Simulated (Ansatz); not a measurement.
# F3Ge (charge −1): what the fields show

The calculation's input:

```
crystal:
  periodic: [false, false, false]
  atoms:
    - {symbol: Ge, position_ang: [-0.165103, 0.694977, 0.021222]}
    - {symbol: F, position_ang: [1.558281, 0.123080, 0.069028]}
    - {symbol: F, position_ang: [-0.751643, -0.462839, 1.291930]}
    - {symbol: F, position_ang: [-0.641535, -0.355218, -1.382170]}
basis:
  gaussian: {orbitals: def2-TZVPD, initial_orbitals: start.molden}
total_charge: -1
hamiltonian: {xc: pbe0, dispersion: d4}
scf: {omitted_lower_state_checks: [starts]}
output: {orbitals: {seedname: orbitals}}
```

Command:

```sh
ansatz run in.yaml --threads 4 --pin off --events-out ev --progress --plain --max-ram 3916MiB
```

Geometry: r2SCAN-D4/def2-TZVPD.

The calculation used RKS PBE0-D4/def2-TZVPD (Ansatz 0.2.0).

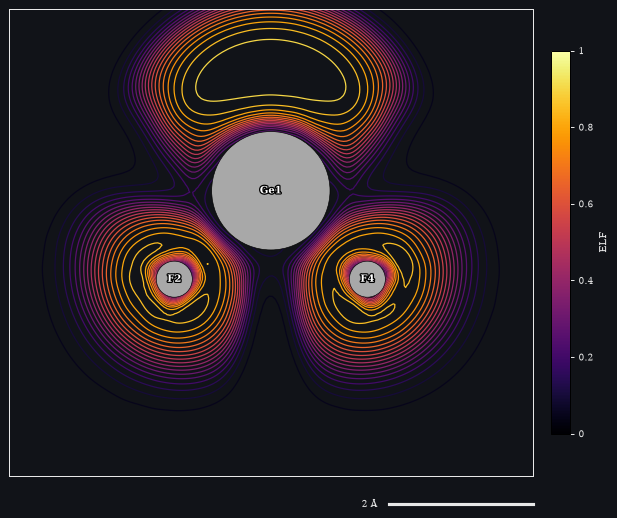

Figure 1. Electron localisation function on the plane of atoms F2, Ge1 and F4. Grey discs cover the atomic cores.

**Interpret the plot.**

Atoms in the plane: Ge and F.
Ge–F (1.82 Å): the ELF peaks at about 0.85 in the valence shell of F, 0.6 Å from its nucleus, and is about 0.20 at the midpoint.
The ELF also peaks beside F4 and F2, away from the bonds: lone-pair regions.

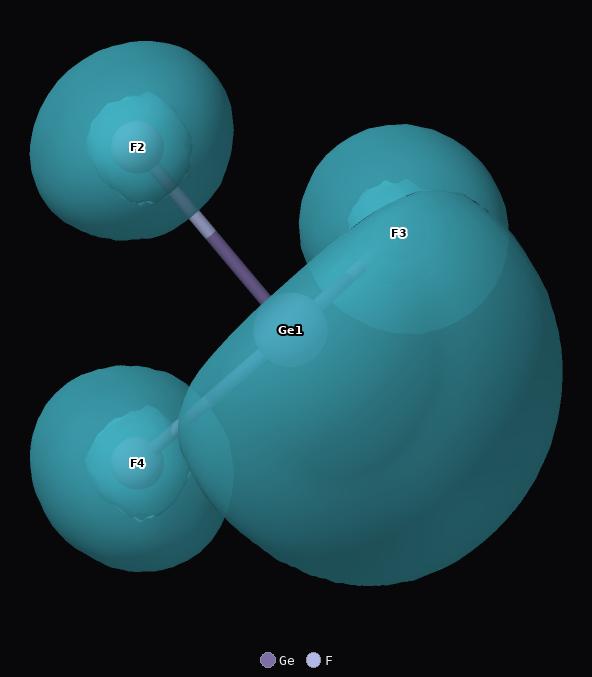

Figure 2. Isosurface of the ELF at 0.75 (cyan), seen at a tilt. Only the valence region is drawn (cores and ρ < 0.01 e/Å³ removed).

**Where are the electrons localised?**

The ELF exceeds this value in one lobe on Ge, pointing away from the bonds (lone pairs) and three regions wrapped around F (the valence shell of each).

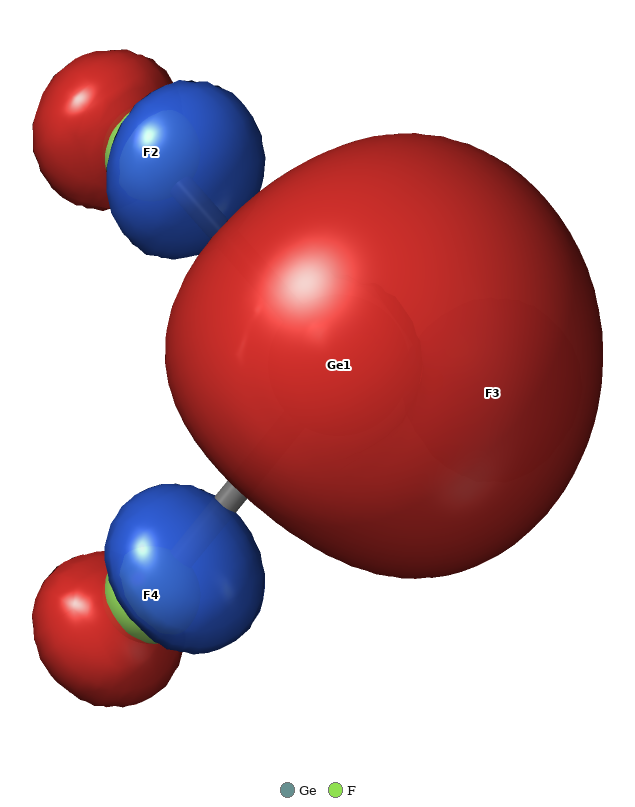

Figure 3. The HOMO at ±0.15 Å⁻³ᐟ² (red and blue are the two phases), seen at a tilt.

**Where does this orbital lie, and at what energy?**

By Hirshfeld shares it lies mainly on Ge1 (about 70 %), F2 (about 10 %), F3 (about 10 %) and F4 (about 10 %). Its energy is −1.89 eV.
